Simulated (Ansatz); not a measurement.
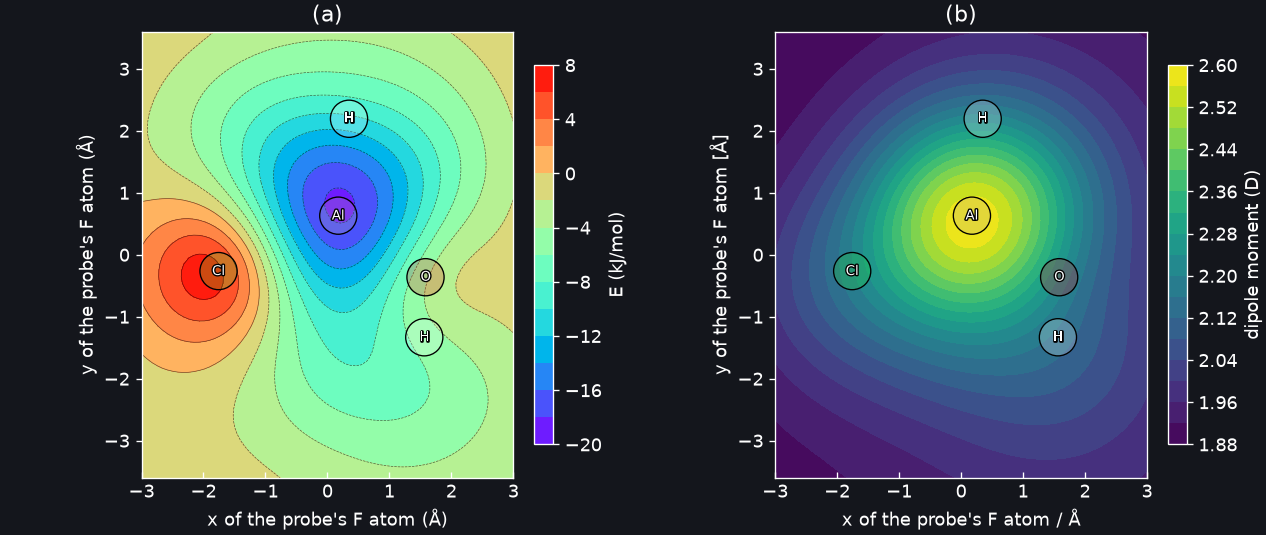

AlClH₂O (SMILES [OH][AlH][Cl]) with the probe HF. The probe is moved over a plane parallel to the molecule's main plane, 2.70 Å above it. Coordinates scanned: (1) x of the probe's F atom; (2) y of the probe's F atom. Nothing is relaxed (molecule and probe rigid, the probe upright with F nearest the plane). The grid has 11 × 13 points. Energies: kJ/mol, counted from molecule and probe far apart, each relaxed in its own basis (no counterpoise correction). Computed with RKS PBE-D4/def2-SVPD (Ansatz).

Panel (a) is the energy; panel (b) is the computed dipole moment, in D.

In the figure: filled contours, labelled circles for the molecule's atoms, projected on the plane. Between grid points the surface is interpolated.

Question: How does the dipole moment vary over the map, and what is it at the lowest grid point?

Answer: Leaving out the highest fifth of the energies, it runs from 1.89 D at x of the probe's F atom = −3.0 Å, y of the probe's F atom = 3.0 Å to 2.59 D at x of the probe's F atom = 0.0 Å, y of the probe's F atom = 0.6 Å. At the lowest grid point, x of the probe's F atom = 0.0 Å, y of the probe's F atom = 0.6 Å, it is 2.59 D.
